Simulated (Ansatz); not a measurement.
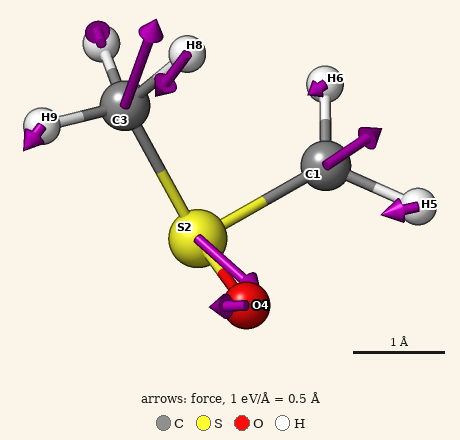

Starting geometry of C2H5OS (multiplicity 2) (coarse preliminary run) with the computed forces as purple arrows. A ball-and-stick model, seen at a tilt.

The start comes from a force field.

All numbers below come from Ansatz, UKS PBE-D4/def2-SVP. Settings: force threshold 0.03 eV/Å; at most 200 steps.

### Is this structure relaxed? If not, where do the atoms go?

It isn't relaxed: the largest force vector, on a C atom, is 2.75 eV/Å. The final displacements follow the starting forces only in part (cosine between the two patterns 0.33). The largest move after the best rigid fit is that of an H atom, 0.31 Å. Largest moves by element: H 0.31 Å, S 0.16 Å, C 0.14 Å, O 0.09 Å. Among the contacts that change: C–S 1.781 → 1.854 Å, C–H 1.163 → 1.106 Å, O–S 1.540 → 1.511 Å, C–H 1.081 → 1.107 Å. Among the angles between lasting bonds that change: C–S–O 102.8° → 112.2°, S–C–H 125.1° → 116.6°, H–C–H 113.0° → 119.7°. After 4 accepted moves (5 points after the start) the energy has fallen by 8.05 kcal/mol. Largest force component: 2.6 eV/Å at the start, 0.013 eV/Å at the end. The line search rejected the trial step at point 3 of the run.
